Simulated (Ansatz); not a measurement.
Consider CsPbCl3 in the cubic perovskite structure (space group Pm-3m, No. 221; a = 5.6731 Å).

One thing is altered: cell and atoms relaxed at a pressure of 0.7 GPa.

Calculations: Ansatz (a quantum-chemistry and plane-wave program), r2SCAN, PAW, cutoff 500 eV, scalar-relativistic without spin-orbit coupling.

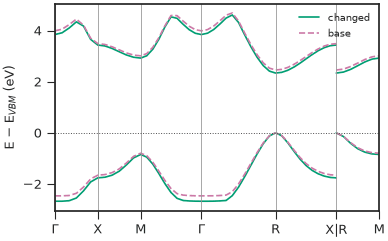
*Highest valence and lowest conduction band along the path, each from its own valence-band maximum*

The gap is 2.34 eV, direct at R; the base has 2.46 eV.

Spin-orbit coupling, missing from the scalar runs, can matter with Pb. Load acts through the strain it causes; cell and atoms are relaxed under it. Stability against distortions was not tested. Many cubic perovskites are stable only at high temperature; tilts and polar distortions were not tested. This is not the structure that CsPbCl3 has at room temperature and ambient pressure.
